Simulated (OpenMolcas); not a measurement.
## Single-point calculation of HCl (charge −1) (part 2 of 3)

HCl, charge −1, multiplicity 2; ROMP2/def2-TZVPPD, ROHF (OpenMolcas 26.06). The geometry is that of the parent species in another charge or spin state. The geometry comes from this level: PBE0-D4/def2-TZVP.

Geometry of the input (Å):
```
Cl 0.5460  -0.1785  0.2808
H  -0.5460  0.1785  -0.2808
```

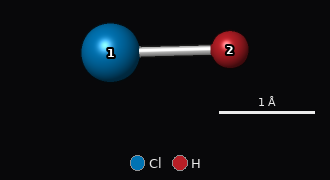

*The structure (ball-and-stick view, seen at a tilt; atoms are numbered from 1 in the order of the input).*

The program's output, continued
```
          Orbital           11        12        13        14        15        16        17        18        19        20
          Energy            0.6828    0.4758    0.4758    0.8956    9.2087    1.7951    1.8032    3.6517    0.3782    0.3660
          Occ. No.          0.0002    0.0001    0.0001    0.0000    0.0000    0.0000    0.0000    0.0000    0.0000    0.0000

          Orbital           21        22        23        24        25        26        27        28        29        30
          Energy            0.2434    1.0737    0.4496    0.4496    0.9681   13.3198    0.9647    1.6106    1.4175    3.8338
          Occ. No.          0.0000    0.0000    0.0000    0.0000    0.0000    0.0000    0.0000    0.0000    0.0000    0.0000

          Orbital           31        32        33        34        35        36        37        38        39        40
          Energy            1.5434    1.7755    3.7821    1.4749    1.7442    0.9774    4.5349    1.1140    4.4061    2.6113
          Occ. No.          0.0000    0.0000    0.0000    0.0000    0.0000    0.0000    0.0000    0.0000    0.0000    0.0000

          Orbital           41        42        43        44        45        46        47        48        49        50
          Energy            2.0813    3.0772    4.3397    2.7209    3.9864    3.6910    4.2726    5.5560    4.3498    7.1256
          Occ. No.          0.0000    0.0000    0.0000    0.0000    0.0000    0.0000    0.0000    0.0000    0.0000    0.0000

          Orbital           51        52        53        54        55        56        57        58        59        60
          Energy            3.8166    6.9284   11.1002    6.5017    7.8800    2.9508    2.4078    4.4163    2.4078    2.5308
          Occ. No.          0.0000    0.0000    0.0000    0.0000    0.0000    0.0000    0.0000    0.0000    0.0000    0.0000

          Orbital           61        62        63        64        65        66
          Energy            2.5308    2.5943    2.5943    8.9177    3.7943    8.9177
          Occ. No.          0.0000    0.0000    0.0000    0.0000    0.0000    0.0000

--

++    Molecular properties:
      ---------------------

      Charge (e):
                      =   -1.0000
      Dipole Moment (debye):
      Origin of the operator (angstrom)=    0.5154   -0.1685    0.2651
                   X=  5.5669E+00               Y= -1.8200E+00               Z=  2.8630E+00           Total=  6.5192E+00
      Center of Charge (angstrom)
                     X=   -0.64359261               Y=    0.21040528               Z=   -0.33099049
      Quadrupole Moment (debye*angstrom):
      Origin of the operator (angstrom)=    0.5154   -0.1685    0.2651
                  XX= -3.5082E+01              XY=  3.4901E+00              XZ= -5.4903E+00              YY= -2.5548E+01
                  YZ=  1.7949E+00              ZZ= -2.7230E+01
      In traceless form (debye*angstrom)
                  XX= -8.6933E+00              XY=  5.2351E+00              XZ= -8.2354E+00              YY=  5.6086E+00
                  YZ=  2.6924E+00              ZZ=  3.0847E+00
--

--- Stop Module: scf /rc=_RC_ALL_IS_WELL_ ---
--- Module scf spent 2 seconds ---

--- Start Module: rasscf ---

                                              &RASSCF

                       available to each process: 1.9 GB of memory, 1 thread

      Header of the ONEINT file:
      --------------------------

      OrdInt status: non-squared

      Cartesian coordinates in angstrom:
      -----------------------------------------------------
      No.  Label        X            Y            Z
      -----------------------------------------------------
       1   CL1        0.54600000  -0.17850000   0.28080000
       2   H2        -0.54600000   0.17850000  -0.28080000
      -----------------------------------------------------
      Nuclear repulsion energy =    7.03477695

++    Wave function specifications:
      -----------------------------

      Number of closed shell electrons          18
      Number of electrons in active shells       1
      Max number of holes in RAS1 space          0
      Max nr of electrons in RAS3 space          0
      Number of inactive orbitals                9
      Number of active orbitals                  1
      Number of secondary orbitals              58
      Spin quantum number                      0.5
      State symmetry                             1
--

++    Orbital specifications:
      -----------------------

      Symmetry species                           1
                                                 a
      Frozen orbitals                            0
      Inactive orbitals                          9
      Active orbitals                            1
      RAS1 orbitals                              0
      RAS2 orbitals                              1
      RAS3 orbitals                              0
      Secondary orbitals                        58
      Deleted orbitals                           0
      Number of basis functions                 68
--

++    CI expansion specifications:
      ----------------------------

      Number of CSFs                             1
      Number of determinants                     1
      Number of root(s) required                 1
      Root chosen for geometry opt.              1
      CI root used                               1

      highest root included in the CI            1
      max. size of the explicit Hamiltonian      1
--

++    Optimization specifications:
      ----------------------------

      RASSCF algorithm: Conventional
      Maximum number of macro iterations       200
      Maximum number of SX iterations          100
      Threshold for RASSCF energy            1.000E-08
      Threshold for max MO rotation          1.000E-01
      Threshold for max BLB element          1.000E-04
      Level shift parameter                  5.000E-01
      Make Quasi-Newton update
--

      The MO-coefficients are taken from the file:
      test.UnaOrb
      Title:UHF natural orbitals

      Total molecular charge   -1.00

      ************************************************************************************************************************
      *                                            Wave function control section                                             *
      ************************************************************************************************************************

                                         RASSCF iterations: Energy and convergence statistics
                                         ----------------------------------------------------

          iter iter root      energy       change     param      element    value   shift minimum  type update hh:mm:ss
 Nr of preliminary CI iterations:   1
        1   1   14    1  -460.03444638    0.00E+00  -8.97E-04    9  10 1 -9.53E-04*  0.42   0.00    SX    NO    0:00:00
        2   1   13    1  -460.03444886   -2.48E-06* -4.62E-04    9  10 1 -4.88E-04*  0.42   0.00    SX    NO    0:00:00
        3   1   13    1  -460.03444985   -9.91E-07*  3.89E-04    9  10 1 -2.51E-04*  0.42   0.00    SX    NO    0:00:00
        4   1   13    1  -460.03445038   -5.27E-07*  3.79E-04   10  21 1  1.76E-04*  0.42   0.00    SX    NO    0:00:00
        5   1   12    1  -460.03445072   -3.43E-07*  2.49E-03   10  21 1  1.71E-04*  0.42   2.50    QN   YES    0:00:00
        6   1   11    1  -460.03445176   -1.03E-06* -7.20E-04    9  10 1  1.82E-04*  0.42   1.12    QN   YES    0:00:00
        7   1   11    1  -460.03445191   -1.56E-07* -1.08E-03    9  10 1  1.47E-04*  0.42   2.50    LS   YES    0:00:00
        8   1   11    1  -460.03445203   -1.17E-07* -4.20E-04    9  10 1  9.40E-05   0.42   1.34    QN   YES    0:00:00
        9   1   10    1  -460.03445212   -9.50E-08* -2.24E-04   10  22 1  3.50E-05   0.42   1.53    LS   YES    0:00:00
       10   1   10    1  -460.03445214   -1.31E-08*  1.00E-04    9  10 1 -5.65E-05   0.42   1.00    QN   YES    0:00:00
       11   1    9    1  -460.03445215   -1.26E-08*  1.34E-04    9  10 1 -3.71E-05   0.42   2.36    QN   YES    0:00:00
       12   1    9    1  -460.03445216   -1.13E-08*  9.52E-05   10  11 1 -1.36E-05   0.42   1.21    QN   YES    0:00:00
       13   1    9    1  -460.03445216   -2.05E-09   9.08E-05   10  11 1 -1.19E-05   0.42   1.92    QN   YES    0:00:00
      Convergence after 13 iterations
       14   1    9    1  -460.03445216   -1.39E-09   9.08E-05    9  10 1  7.07E-06   0.42   1.92    QN   YES    0:00:00

      ************************************************************************************************************************
                                                      Wave function printout:
                       occupation of active orbitals, and spin coupling of open shells (u,d: Spin up or down)
      ************************************************************************************************************************

      Note: transformation to natural orbitals
      has been made, which may change the order of the CSFs.

      printout of CI-coefficients larger than  0.05 for root  1
      energy=    -460.034452
      conf/sym  1     Coeff  Weight
             1  u   1.00000 1.00000

      Natural orbitals and occupation numbers for root  1
      sym 1:   1.000000

      ************************************************************************************************************************
      *                                                    Final results                                                     *
      ************************************************************************************************************************

++    Final optimization conditions:
      ------------------------------

      Average CI energy                            -460.03445216
      RASSCF energy for state  1                   -460.03445216
      Super-CI energy                                -0.00000000
      RASSCF energy change                           -0.00000000
      Max change in MO coefficients               1.549E-04
      Max non-diagonal density matrix element     9.084E-05
      Maximum BLB matrix element                  7.069E-06
      (orbital pair   9,  10 in symmetry   1)
      Norm of electronic gradient            1.081E-05
--

      Final state energy(ies):
      ------------------------

::    RASSCF root number  1 Total energy:   -460.03445216

++    Molecular orbitals:
      -------------------

      All orbitals are eigenfunctions of the PT2 Fock matrix

      Molecular orbitals for symmetry species 1: a

      Orbital                 1         2         3         4         5         6         7         8         9        10
      Energy          -104.6466  -10.3767   -7.8435   -7.8420   -7.8420   -0.9225   -0.4293   -0.2864   -0.2864    0.1668
```
